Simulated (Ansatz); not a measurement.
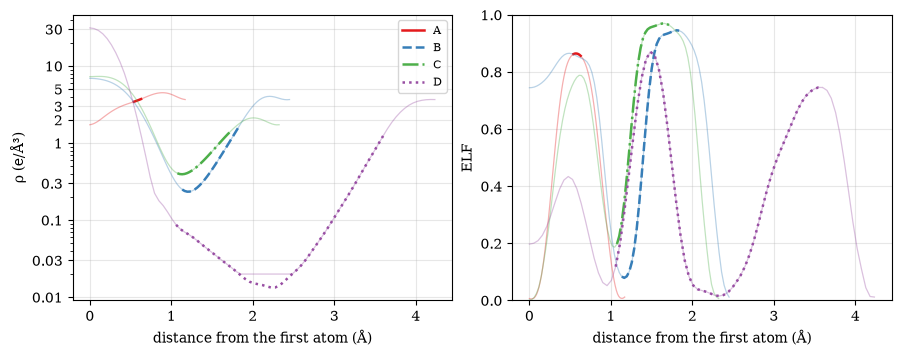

CaMg2ScC6N6. Valence electron density and ELF along straight lines between neighbouring atoms. Thin, pale parts lie inside the atomic spheres.

Space group Fm-3m; a structure generated by program, which may or may not match a known phase; spin-polarised.

The calculation used DFT PBE, scalar-relativistic, plane waves, PAW (Ansatz 0.2.0).

Core electrons are frozen (PAW), and the valence fields are smoothed inside the atomic spheres.

Input file:

```
crystal:
  lattice:
    - [0.0, 5.9168571578, 5.9168571578]
    - [5.9168571578, 0.0, 5.9168571578]
    - [5.9168571578, 5.9168571578, 0.0]
  atoms:
    - { symbol: Ca, position: [0.5, 0.5, 0.5] }
    - { symbol: Mg, position: [0.25, 0.25, 0.25], spin: 0.42 }
    - { symbol: Mg, position: [0.75, 0.75, 0.75], spin: 0.42 }
    - { symbol: Sc, position: [0.0, 0.0, 0.0] }
    - { symbol: C, position: [0.8044848143, 0.1955151857, 0.1955151857] }
    - { symbol: C, position: [0.1955151857, 0.8044848143, 0.1955151857] }
    - { symbol: C, position: [0.1955151857, 0.1955151857, 0.8044848143] }
    - { symbol: C, position: [0.1955151857, 0.8044848143, 0.8044848143] }
    - { symbol: C, position: [0.8044848143, 0.1955151857, 0.8044848143] }
    - { symbol: C, position: [0.8044848143, 0.8044848143, 0.1955151857] }
    - { symbol: "N", position: [0.7057287853, 0.2942712147, 0.2942712147] }
    - { symbol: "N", position: [0.2942712147, 0.7057287853, 0.2942712147] }
    - { symbol: "N", position: [0.2942712147, 0.2942712147, 0.7057287853] }
    - { symbol: "N", position: [0.2942712147, 0.7057287853, 0.7057287853] }
    - { symbol: "N", position: [0.7057287853, 0.2942712147, 0.7057287853] }
    - { symbol: "N", position: [0.7057287853, 0.7057287853, 0.2942712147] }
basis:
  ecutwfc: 420
kpoints:
  mp_grid: { grid: [6, 6, 6] }
hamiltonian:
  xc: pbe
scf:
  occupations: { method: gaussian, width: 0.1 }
output:
  forces: true
  stress: true
  eigenvalues: true
  populations: true
  write_density: true
  write_potential: true
  elf: true
  volumetric_format: npy
magnetization:
  spin_polarized: true
relax:
  adjacent_minimum: "off"
  f_tol: 0.01
  max_steps: 80
  cell: { stress_tol: 0.05 }
```

Command:

```sh
ansatz run input.yaml --threads 1 --pin off --max-ram 2560MiB --backend cpu --events-out ev --progress --plain --runs-dir out
```

Below, planes, directions and counts refer to the conventional cell (a = 11.88 Å, b = 11.88 Å, c = 11.88 Å, α = 90.00°, β = 90.00°, γ = 90.00°).

The fields are those of the run's last geometry, not of the input's.

Which curve belongs to which contact (Ca–N, C–N, Mg–N and Sc–C)? The first atom named is at distance zero.

Curve A: C–N (1.17 Å): ρ at the midpoint is about 3.6 e/Å³; the ELF peaks at about 0.85 between the atoms. Curve B: Ca–N (2.45 Å): ρ is about 0.23 e/Å³ halfway; the ELF peaks at about 0.95 in the valence shell of N, 0.6 Å from its nucleus, and is about 0.10 at the midpoint: no shared electron pair shows on this line. Curve C: Sc–C (2.32 Å): ρ at the midpoint is about 0.4 e/Å³; the ELF peaks at about 1 in the valence shell of C, 0.7 Å from its nucleus, and is about 0.35 at the midpoint. Curve D: Mg–N (4.23 Å): ρ at the midpoint is about 0.01 e/Å³; the ELF is about 0.05 at the midpoint: no localised pair shows between them.
